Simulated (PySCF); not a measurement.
SMILES CC(C)(C)[O][SnH3], singlet at its GFN2-xTB optimised geometry (Å):

```
18

Sn    -0.4226     0.7866     0.0000
O     -1.1233     0.2424    -1.7275
C     -1.0274    -0.9656    -2.4393
C      0.4317    -1.3557    -2.6647
C     -1.7088    -0.6993    -3.7841
C     -1.7560    -2.0862    -1.6994
H      1.2517     0.7866     0.0000
H     -1.0779     2.2963     0.0000
H     -0.9943    -0.1892     1.2359
H      0.4990    -2.2288    -3.3070
H      0.9053    -1.5843    -1.7099
H      0.9636    -0.5286    -3.1282
H     -1.1946     0.1083    -4.2976
H     -1.6914    -1.5904    -4.4049
H     -2.7387    -0.3978    -3.6147
H     -1.2517    -2.2963    -0.7568
H     -2.7765    -1.7790    -1.4866
H     -1.7721    -2.9922    -2.2982
```

Calculation: PySCF with B3LYP/def2-SVP, def2 effective core potentials past Kr. The core electrons that the potentials of Sn replace are not part of the density. Cells within 0.4 Å of a nucleus heavier than hydrogen are left out (blank, or x).

Map of the deformation density (molecule minus spherical neutral atoms) (e/bohr³) on the plane z = 0.0 Å:

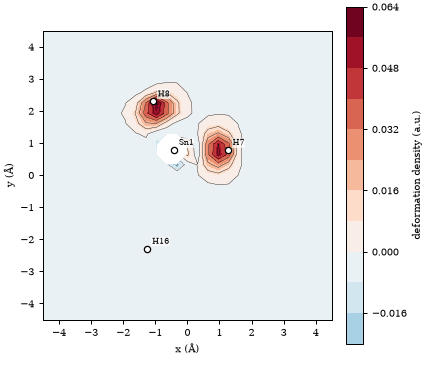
*Deformation density (molecule minus spherical neutral atoms) (e/bohr³) on the plane z = 0.0 Å.*
